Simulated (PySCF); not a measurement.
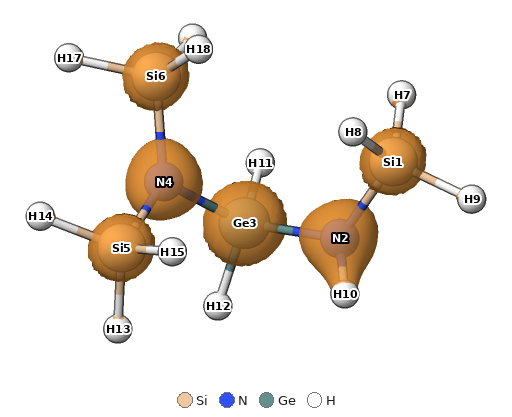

Figure. GeH$_{12}$N$_{2}$Si$_{3}$ (SMILES [SiH3][NH][GeH2][N]([SiH3])[SiH3]). Isosurface of the total electron density at 1.5 e/Å³ (orange), seen across its widest extent.

Geometry: GFN2-xTB.

These are results of wB97X-D/def2-SVPD, SCF density, gas phase in PySCF 2.14.0, not measurements.

```xyz
18

Si    2.3537   -0.0715    1.2352
N     1.8839   -0.2895   -0.4179
Ge    0.4864    0.5584   -1.2085
N    -1.1052    0.2068   -0.3650
Si   -1.7659   -1.3839   -0.5735
Si   -1.5819    1.1911    0.9841
H     2.4469    1.3727    1.4473
H     1.4154   -0.6645    2.2012
H     3.6501   -0.7471    1.3420
H     2.0601   -1.2161   -0.7766
H     0.7390    2.0366   -1.1291
H     0.4052    0.0427   -2.6227
H    -1.4720   -1.7997   -1.9491
H    -3.2033   -1.2778   -0.3355
H    -1.1601   -2.3420    0.3642
H    -0.9205    2.4894    0.8368
H    -3.0366    1.3308    0.9016
H    -1.2038    0.5700    2.2596
```

Question: What does this surface tell about the bonding?

Answer: At this value the surface falls into 17 separate pieces. It bridges the sampled N–H (1.01 Å) contacts, where the density stays above the isovalue. It is pinched off along the sampled Si–N (1.73 Å), Ge–N (1.82 Å) and Si–H (1.46 Å) contacts. On the grid the lowest density along these lines, outside the cores, is 0.89 e/Å³ (Si–N, 1.73 Å), 0.97 e/Å³ (Ge–N, 1.82 Å), 2.2 e/Å³ (N–H, 1.01 Å) and 0.79 e/Å³ (Si–H, 1.46 Å).
